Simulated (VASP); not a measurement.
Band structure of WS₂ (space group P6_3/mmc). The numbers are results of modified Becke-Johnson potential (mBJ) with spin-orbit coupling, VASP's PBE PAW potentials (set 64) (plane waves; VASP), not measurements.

mBJ is a potential without an energy functional, so only the levels count. Without a dispersion term in the relaxation, distances and binding between the weakly bound layers, chains or molecules are unreliable, and so is what depends on them.

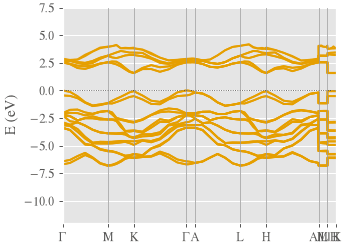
Fig. 1. Bands along high-symmetry lines, zero at the valence-band maximum or, without a gap, the Fermi level

Task: Read the plot: is there a gap, and where are the band edges?

Result: The gap is indirect, 1.57 eV, from the valence maximum at Γ to the conduction minimum at K.

The structure comes from a computed database's WS2 entry (P6_3/mmc); how it stands against other phases isn't given here. It was relaxed first, which changed the volume by +8 %. The cell's shape comes from a PBE relaxation.
